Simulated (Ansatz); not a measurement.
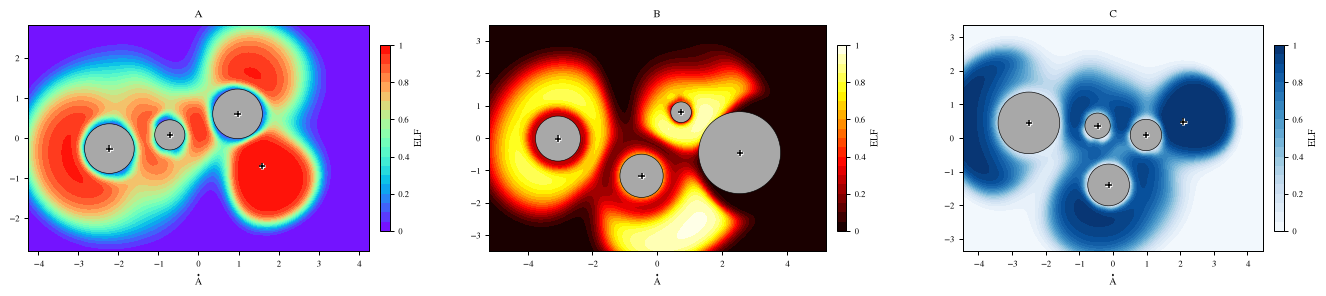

The ELF of 3 systems, each on a plane through atoms (crosses mark nuclei in the plane; grey discs cover the cores).

Computed with isolated molecule in a Gaussian basis; Kohn-Sham density functional theory, functional PBE0 in Ansatz.

System 1: H₂IInNNa, the plane of atoms In2, N3 and Na4. Geometry: PBE0-D3(BJ)/def2-SVP; core potentials replace the inner electrons of I and In.

```xyz
6

I     0.3339   -1.6648    1.8819
In    1.4258   -0.6554   -0.5184
N     0.0283    1.1683   -0.7602
Na    1.1156    1.6227   -2.6119
H     0.0940    1.7382    0.0894
H    -0.9412    0.8363   -0.7335
```

System 2: CHBGaP (SMILES [Ga][C]1=PB1), the molecular plane. Geometry: B3LYP/6-31G*.

```yaml
atoms:
  - { symbol: C, position_ang: [0.4494, -0.4277, -0.9146] }
  - { symbol: B, position_ang: [0.3062, 0.6643, -1.8782] }
  - { symbol: Ga, position_ang: [0.6895, -1.7368, 0.6365] }
  - { symbol: P, position_ang: [0.6203, 1.1681, -0.1213] }
  - { symbol: H, position_ang: [0.1219, 1.0264, -2.9893] }
```

System 3: CH₂P₂ (SMILES P#CP), the plane of atoms C1, P3 and H5. Geometry: PBE0-D3(BJ)/def2-SVP.

```xyz
5

C     0.3089   -0.5009   -0.3320
P     1.5910   -1.2174   -0.8338
P    -1.1362    0.4379    0.0791
H    -2.0126   -0.6616    0.3355
H    -0.8339    0.6615    1.4579
```

Match each panel to its system.

Panel A is system 3, CH₂P₂: the plane holds C, P and H. C–P (1.55 Å): the ELF peaks at about 0.85 between the atoms: localised, covalent bonding. Panel B is system 1, H₂IInNNa: the plane holds I, In, N and Na. Na–N (2.19 Å): the ELF peaks at about 0.90 in the valence shell of N, 0.7 Å from its nucleus, and is about 0.30 at the midpoint (a closed-shell, largely ionic contact). Panel C is system 2, CHBGaP: the plane holds C, B, Ga, P and H. C–B (1.46 Å): the ELF peaks at about 0.90 between the atoms; localised, covalent bonding.
